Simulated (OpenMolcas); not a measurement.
# CH5FOSn (SMILES [CH3][SnH]([OH])[F]): levels of theory compared

Aim: a comparison of 6 runs (HF/3-21G, B2PLYP/def2-SVP, BHLYP/def2-SVP, PBE0/def2-SVP, TPSS/def2-SVP, revPBE/def2-SVP) of CH5FOSn. 

The calculation is run with OpenMolcas 26.06.

**1. Starting point**

CH5FOSn has 9 atoms, charge 0, and is taken as a singlet. As SMILES, `[CH3][SnH]([OH])[F]`. Geometry: relaxed at PBE0-D4/def2-TZVP. This is one conformer, not always the lowest.

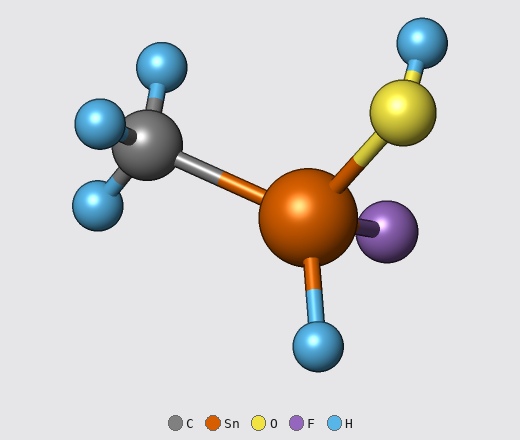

The structure, seen from a chosen angle (carbon grey, tin orange, oxygen yellow, fluorine purple, hydrogen blue).

**2. Energy and gradient at HF/3-21G (run 1)**

Input file job.input:

```
&gateway
  baslib
  $CurrDir
  coord
  9
  bohr
  C     -0.65762469     2.49613924    -0.32616673
  Sn    -0.51249372    -1.43127857     0.44899893
  O      2.88636768    -2.54432725     1.37005144
  F     -1.15878006    -3.01600289    -2.76769288
  H     -2.57324006     3.02998687    -0.86133717
  H     -0.08239206     3.56288964     1.33887096
  H      0.62323168     2.90847748    -1.88519078
  H     -2.47308458    -2.79112549     2.59232630
  H      4.11525658    -2.30244231     0.05782562
  basis
  3-21G
  group
  NoSym

&seward

&scf
  thresholds
  1e-10 1e-07 1e-07 1e-05
  prorbitals
  1

&alaska
```

The basis set 3-21G is read from a file made from the Basis Set Exchange's data (not shown).

On the command line:

```console
$ export MOLCAS_MEM=1860
$ pymolcas job.input > job.log
```

What it wrote:

```text
--- Start Module: gateway ---
[...]
--- Stop Module: gateway /rc=_RC_ALL_IS_WELL_ ---
[...]
      Basis functions           68
[...]
--- Start Module: scf ---
[...]
       Convergence after  13 Iterations
[...]
::    Total SCF energy                              -6210.2492680629
[...]
      Total spin, S                                     0.0000000000
[...]
      Total electronic charge=   78.000000
      Total            charge=   -0.000000
[...]
      Dipole Moment (debye):
      Origin of the operator (angstrom)=   -0.1403   -0.7239    0.0631
                   X= -2.2167E-01               Y=  2.9021E+00               Z=  5.4206E-01           Total=  2.9606E+00
      Quadrupole Moment (debye*angstrom):
[...]
--- Stop Module: scf /rc=_RC_ALL_IS_WELL_ ---
[...]
--- Start Module: alaska ---
[...]
 *              Molecular gradients               *
 **************************************************
  Irreducible representation: a
 ------------------------------------------------------------------------------------------
                              X                       Y                       Z
 ------------------------------------------------------------------------------------------
  C1                6.09203639946321E-04   -3.79945462834286E-03   -2.01063734201501E-03
  SN2              -5.30612884444537E-03    1.91600233808638E-02    1.35605189540442E-02
  O3                1.77091462555339E-02   -7.03414479936271E-03    8.19398624221179E-03
  F4               -5.10776225772780E-03   -6.27385003605241E-03   -1.61008036192314E-02
  H5               -5.37156080253531E-03   -2.22887045080489E-03   -6.11684813802027E-04
  H6                1.72129497566842E-03   -1.03655146487114E-03    5.53292674550132E-03
  H7                3.71250593627925E-03   -2.99720430412709E-03   -3.35435673861628E-03
  H8                5.79868404718997E-03    8.04177813284568E-04   -5.42149456749730E-03
[...]
--- Stop Module: alaska /rc=_RC_ALL_IS_WELL_ ---
[...]
```

It took 3.3 s on 1 thread of Intel Xeon 6975P-C (Granite Rapids), shared host; peak memory 0.41 GiB.

**3. A single-point energy at B2PLYP/def2-SVP (core potential) (run 2)**

Input file job.inp:

```
&GATEWAY
 BasLib = $CurrDir
 Coord
 9
 angstrom
 C       -0.348000       1.320900      -0.172600
 Sn      -0.271200      -0.757400       0.237600
 O        1.527400      -1.346400       0.725000
 F       -0.613200      -1.596000      -1.464600
 H       -1.361700       1.603400      -0.455800
 H       -0.043600       1.885400       0.708500
 H        0.329800       1.539100      -0.997600
 H       -1.308700      -1.477000       1.371800
 H        2.177700      -1.218400       0.030600
 Basis = def2-SVP
 Group = NoSym

&SEWARD
 GridInput
 Grid=UltraFine
 End of Grid

&SCF
 KSDFT = B2PLYP_SCF
 Thresholds = 1e-10 1e-07 1e-07 1e-05
 PrOrbitals = 1 2

&MBPT2
 Frozen = 7
```

The basis set def2-SVP is read from a file made from the Basis Set Exchange's data (not shown).

On the command line:

```console
$ export MOLCAS_MEM=1860
$ pymolcas job.inp > job.log
```

What it wrote:

```text
--- Start Module: gateway ---
[...]
--- Stop Module: gateway /rc=_RC_ALL_IS_WELL_ ---
[...]
      Basis functions           93
[...]
--- Start Module: scf ---
[...]
       Convergence after  14 Iterations
[...]
::    Total KS-DFT energy                            -429.6624984856
[...]
      Total spin, S                                     0.0000000000
[...]
      Total electronic charge=   50.000000
      Total            charge=   -0.000000
[...]
      Dipole Moment (debye):
      Origin of the operator (angstrom)=   -0.1403   -0.7239    0.0631
                   X= -2.4953E-01               Y=  2.9064E+00               Z=  8.3791E-01           Total=  3.0350E+00
      Quadrupole Moment (debye*angstrom):
[...]
--- Stop Module: scf /rc=_RC_ALL_IS_WELL_ ---
[...]
--- Start Module: mbpt2 ---
[...]
 ###    WARNING: MP2 implementation intended for RHF references only         ###
 ###############################################################################
MBPT2 WARNING: Reference function according to RunFile:KS-DFT
I'll assume you know what you're doing and continue
WARNING!
Default frozen orbitals as non valence orbitals is overwritten by user input.
Default values:   3
[...]
       Reference weight ( Cref**2 )         =        0.77365
::    Total MBPT2 energy                             -430.4424662274
[...]
      Total MBPT2 calculations                           0.28      0.33
--- Stop Module: mbpt2 /rc=_RC_ALL_IS_WELL_ ---
[...]
```

Wall time 18 s (1 thread of Intel Xeon 6975P-C (Granite Rapids), shared host); peak memory 0.51 GiB.

Runs 3 to 5 aren't shown in full; the table further down has their settings and results.

**4. Energy and gradient at revPBE/def2-SVP (core potential) (run 6)**

Input file geom.xyz:

```xyz
9

C     -0.348000     1.320900    -0.172600
Sn    -0.271200    -0.757400     0.237600
O      1.527400    -1.346400     0.725000
F     -0.613200    -1.596000    -1.464600
H     -1.361700     1.603400    -0.455800
H     -0.043600     1.885400     0.708500
H      0.329800     1.539100    -0.997600
H     -1.308700    -1.477000     1.371800
H      2.177700    -1.218400     0.030600
```

Input file job.input:

```
&gateway
 baslib=$CurrDir
 coord=geom.xyz
 basis=def2-SVP
 group=NoSym

&seward
 gridinput
 Grid=UltraFine
 End of Grid

&scf
 ksdft=revPBE
 thresholds=1e-10 1e-07 1e-07 1e-05
 prorbitals=1 1

&alaska
```

The basis set def2-SVP is read from a file made from the Basis Set Exchange's data (not shown).

On the command line:

```console
$ export MOLCAS_MEM=1860
$ pymolcas job.input > job.log
```

What it wrote:

```text
--- Start Module: gateway ---
[...]
--- Stop Module: gateway /rc=_RC_ALL_IS_WELL_ ---
[...]
      Basis functions           93
[...]
--- Start Module: scf ---
[...]
       Convergence after  20 Iterations
[...]
::    Total KS-DFT energy                            -430.3085838242
[...]
      Total spin, S                                     0.0000000000
[...]
      Total electronic charge=   50.000000
      Total            charge=   -0.000000
[...]
      Dipole Moment (debye):
      Origin of the operator (angstrom)=   -0.1403   -0.7239    0.0631
                   X= -6.0168E-02               Y=  2.6211E+00               Z=  6.4051E-01           Total=  2.6989E+00
      Quadrupole Moment (debye*angstrom):
[...]
--- Stop Module: scf /rc=_RC_ALL_IS_WELL_ ---
[...]
--- Start Module: alaska ---
[...]
 *              Molecular gradients               *
 **************************************************
  Irreducible representation: a
 ------------------------------------------------------------------------------------------
                              X                       Y                       Z
 ------------------------------------------------------------------------------------------
  C1                6.19091580703834E-04   -1.50483590278228E-03   -6.39942362717916E-04
  SN2               1.14761942144792E-02   -8.09437010877900E-03   -8.92033545889426E-03
  O3               -1.19703403883484E-02    1.06283084993928E-02   -1.90634712853583E-02
  F4                4.69029760556783E-03    1.05486787827083E-02    2.05805206310359E-02
  H5                1.06739150025028E-02   -3.32225802115449E-03    2.95589814361197E-03
  H6               -3.06455046166554E-03   -6.33742683774408E-03   -9.15804738112636E-03
  H7               -7.09714935817729E-03   -2.39457523221076E-03    8.66091978427042E-03
  H8                4.27102537672930E-03    3.14810365212992E-03   -5.84697837537407E-03
[...]
--- Stop Module: alaska /rc=_RC_ALL_IS_WELL_ ---
[...]
```

Run time: 30 s. Hardware: 1 thread of Intel Xeon 6975P-C (Granite Rapids), shared host; peak memory 0.51 GiB.

**5. Overview of the runs**

```csv
run,level,task,frozen core orbitals,energy (Eh),dipole moment (D),HOMO energy (eV),LUMO energy (eV),wall time
1,HF/3-21G,gradient,–,-6210.249268,2.96,-11.62,3.96,3.3 s
2,B2PLYP/def2-SVP (core potential),energy,7,-429.873090,3.04,-9.67,1.22,18 s
3,BHLYP/def2-SVP (core potential),gradient,–,-430.161646,3.04,-9.72,0.89,25 s
4,PBE0/def2-SVP (core potential),gradient,–,-430.116296,2.89,-8.29,-0.03,25 s
5,TPSS/def2-SVP (core potential),gradient,–,-430.274577,2.74,-6.75,-0.86,40 s
6,revPBE/def2-SVP (core potential),gradient,–,-430.308584,2.70,-6.56,-0.92,30 s
```

**6. Outcome**

| quantity | value |
| --- | --- |
| run 6: total energy | -430.30858 Eh |
| run 6: dipole moment | 2.70 D |
| run 6: HOMO energy | -6.56 eV |
| run 6: LUMO energy | -0.92 eV |
| run 6: HOMO–LUMO gap | 5.64 eV |
| run 6: largest force on an atom | 1.280 eV/Å |

**Reading.** The dipole moment (its size) runs from 2.70 D (revPBE/def2-SVP) to 3.04 D (BHLYP/def2-SVP). The HOMO–LUMO gap runs from 5.64 eV (revPBE/def2-SVP) to 15.58 eV (HF/3-21G). The two ends differ in method and basis and core potential. For B2PLYP the log adds the whole second-order term; the table takes 0.27 of it, as the functional is defined. Totals of different functionals can't be ranked against each other. Some runs of one species differ in core potentials or relativity; totals across that change don't compare. In run 1 relativity is left out where basis or elements ask for it. All runs together took 2.4 min, the longest 40 s.
